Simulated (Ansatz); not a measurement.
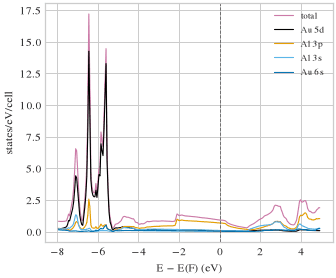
Figure: Total and projected density of states of Al₂Au (fluorite or antifluorite type, space group No. 225), the program Ansatz at the LDA level (PAW)

Question: Which orbitals carry the states next to the Fermi level?

Answer: Within 0.5 eV of the Fermi level: Al 3p 73 %, Al 3s 9 %, Au 5d 6 %, outside the projected shells 10 %. Projections are on Löwdin-orthogonalised atomic valence shells; empty p or d shells of many metals are not among them.

Question: Where is the tallest occupied peak in this window, and what makes it?

Answer: Near -6.4 eV, about 17 states/eV per cell; the largest projected share is Au 5d.

Space group Fm-3m (fluorite or antifluorite type). Symmetry was held in the LDA relaxation; of distortions, only those at the zone centre were tested. Scalar-relativistic: spin–orbit coupling is off unless named, which matters more the heavier the elements.

Potentials: the later of the program's two PAW sets.
